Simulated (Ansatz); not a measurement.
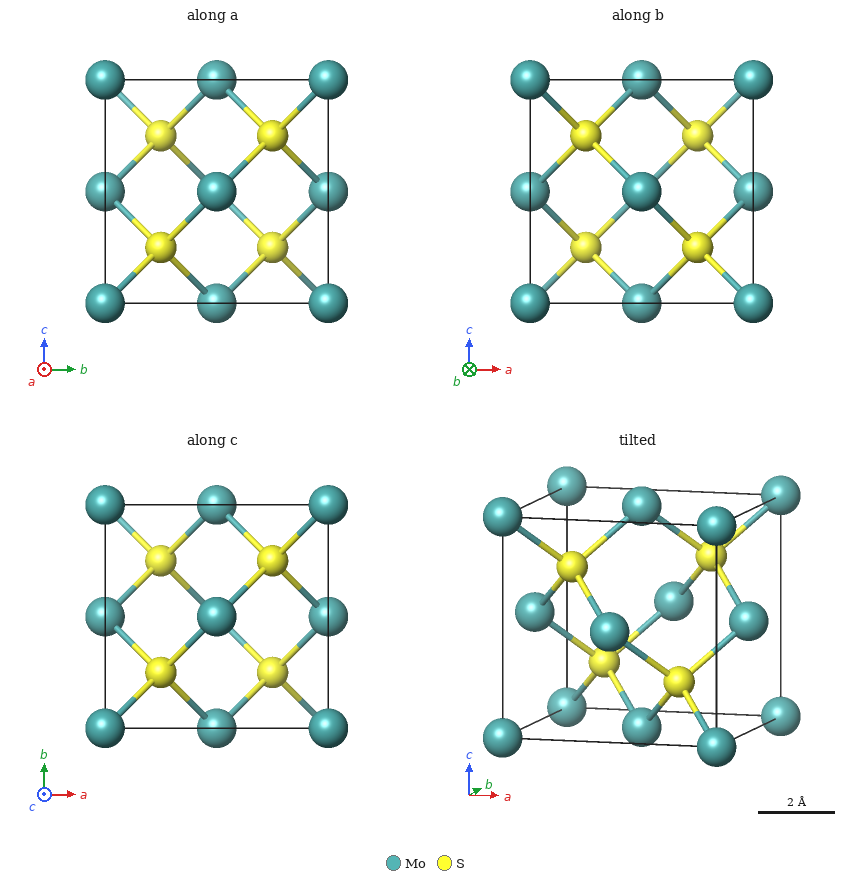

This ball-and-stick model is shown along the a axis, along the b axis, along the c axis and slightly off an axis. The lines enclose the conventional unit cell; boundary atoms appear with their images.

Lattice parameters: a = 5.951 Å, b = 5.951 Å, c = 5.951 Å, α = 90.00°, β = 90.00°, γ = 90.00°. Put a along x and b in the xy plane.

Record the structure as a POSCAR file.

```
Mo S
1.0
     5.951    0.000    0.000
     0.000    5.951    0.000
     0.000    0.000    5.951
Mo S
4 4
Direct
  0.0000 0.0000 0.0000
  0.0000 0.5000 0.5000
  0.5000 0.0000 0.5000
  0.5000 0.5000 0.0000
  0.2500 0.2500 0.7500
  0.2500 0.7500 0.2500
  0.7500 0.2500 0.2500
  0.7500 0.7500 0.7500
```

The initial geometry was a structure type filled with these elements by a generator (whether the compound takes this form wasn't checked). Earlier steps of the study may have refined or changed the cell and positions. Ansatz was used for an electronic-structure calculation on it.
